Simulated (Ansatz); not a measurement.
Pulling on the N2–H3 bond in hydrogen isocyanide (SMILES [C-]#[NH+]) (multiplicity 1 held, fragments rigid). Energies count from the point at 0.997 Å.
Geometry at that point (charge 0, multiplicity 1):
```xyz
3

C      0.000     0.000    -0.736
N      0.000     0.000     0.428
H      0.000     0.000     1.425
```

Restricted levels (R-, RO-) in cc, def2 and unpolarised 6-31G sets keep to the state of the molecule at rest. U- levels take the lowest unrestricted solution at each point, which mixes spins at long bonds. Levels need not reach the same state.

Frozen-core correlation.

The values were computed with Ansatz (Gaussian orbitals). Values without a source in brackets are computed.

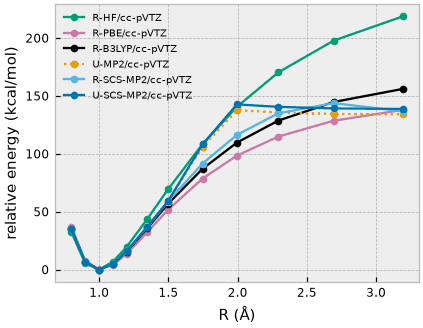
Figure. Relative energy along the coordinate

Read off the R-PBE/cc-pVTZ curve at R = 2.294.

about 110 kcal/mol

Doubts at one or more of the structures used: a restricted determinant that unrestricted orbitals would lower (R-HF/cc-pVTZ, R-PBE/cc-pVTZ, R-B3LYP/cc-pVTZ, R-SCS-MP2/cc-pVTZ); a spin-contaminated determinant (U-MP2/cc-pVTZ, U-SCS-MP2/cc-pVTZ).

Ansatz is a quantum-chemistry and plane-wave program.
